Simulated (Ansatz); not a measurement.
Ti₄NO₃

Input file:

```
crystal:
  lattice:
    - [5.7004775827, 0.0, 0.0]
    - [-2.8502387913, 4.9367584003, 0.0]
    - [0.0, 0.0, 2.7847251548]
  atoms:
    - { symbol: Ti, position: [0.3244593903, 0.1622296952, 0.0] }
    - { symbol: Ti, position: [0.3333333333, 0.6666666667, 0.0] }
    - { symbol: Ti, position: [0.8377703048, 0.1622296952, 0.0] }
    - { symbol: Ti, position: [0.8377703048, 0.6755406097, 0.0] }
    - { symbol: "N", position: [0.0, 0.0, 0.5] }
    - { symbol: O, position: [0.0011776695, 0.5005888347, 0.5] }
    - { symbol: O, position: [0.4994111653, 0.9988223305, 0.5] }
    - { symbol: O, position: [0.4994111653, 0.5005888347, 0.5] }
basis:
  ecutwfc: 420
kpoints:
  mp_grid: { grid: [12, 12, 14] }
  band_path:
    path:
      - [[0.0, 0.0, 0.0], [0.5, 0.0, 0.0], [0.33333333, 0.33333333, 0.0], [0.0, 0.0, 0.0], [0.0, 0.0, 0.5], [0.5, 0.0, 0.5], [0.33333333, 0.33333333, 0.5], [0.0, 0.0, 0.5]]
      - [[0.5, 0.0, 0.5], [0.5, 0.0, 0.0]]
      - [[0.33333333, 0.33333333, 0.5], [0.33333333, 0.33333333, 0.0]]
    npoints: 14
hamiltonian:
  xc: pbesol
scf:
  occupations: { method: gaussian, width: 0.1 }
  n_extra_bands: 20
output:
  forces: true
  stress: true
  eigenvalues: true
  populations: true
  dos: { projected: true, de: 0.02, nscf_kmesh: { grid: [15, 15, 17] } }
  bader: true
  write_density: true
  write_potential: true
  elf: true
  volumetric_format: npy
```

Launched as:

```sh
ansatz run input.yaml --threads 1 --pin off --max-ram 2560MiB --backend cpu --events-out ev --progress --plain --runs-dir out
```

Below, planes, directions and counts refer to the conventional cell (a = 5.70 Å, b = 5.70 Å, c = 2.78 Å, α = 90.00°, β = 90.00°, γ = 120.00°).

Space group P-6m2; a structure generated by program, which may or may not match a known phase; computed pressure about −9 GPa in this cell; computed without spin polarisation.

Theory: Ansatz, DFT PBEsol, scalar-relativistic, plane waves, PAW.

**Predict the valence pseudo-density and electron localisation function between the atoms.**

Ti–N (2.12 Å): the density is about 0.52 e/Å³ at the midpoint; the ELF peaks at about 0.80 in the valence shell of N, 0.7 Å from its nucleus, and is about 0.20 at the midpoint: no localised pair shows between them.
Ti–O (2.17 Å): ρ at the midpoint is about 0.4 e/Å³; the ELF peaks at about 0.80 in the valence shell of O, 0.6 Å from its nucleus, and is about 0.10 at the midpoint (no localised pair shows between them).
The ELF has a maximum of about 0.75 in the space between the atoms, on no atom or two-centre bond.
Bader's partition of the density gives Ti +1.38, N −1.58 and O −1.32 e.

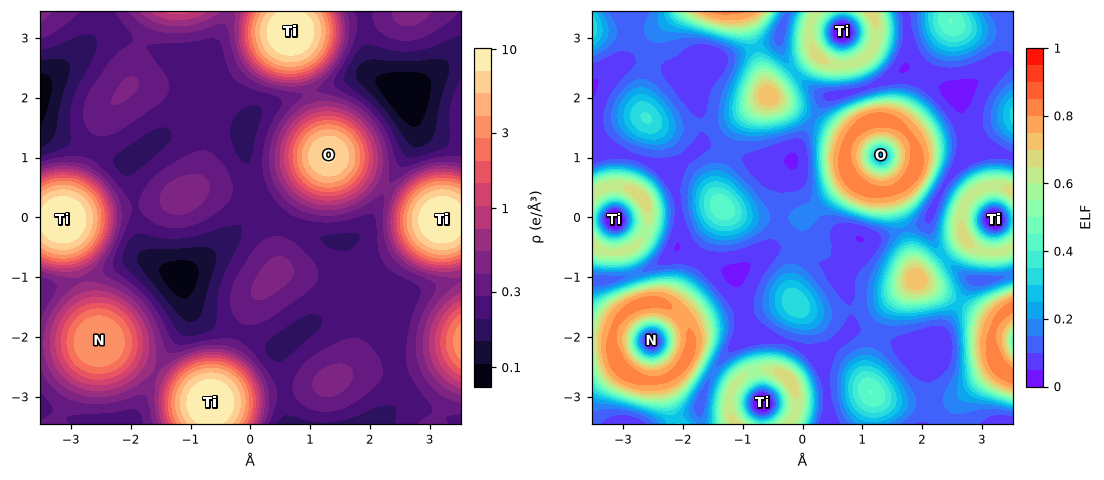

Computed valence pseudo-density and electron localisation function on the (111) plane of the conventional cell, in this order. 

The density is the valence pseudo-density of a PAW calculation; it isn't the true density close to the nuclei.
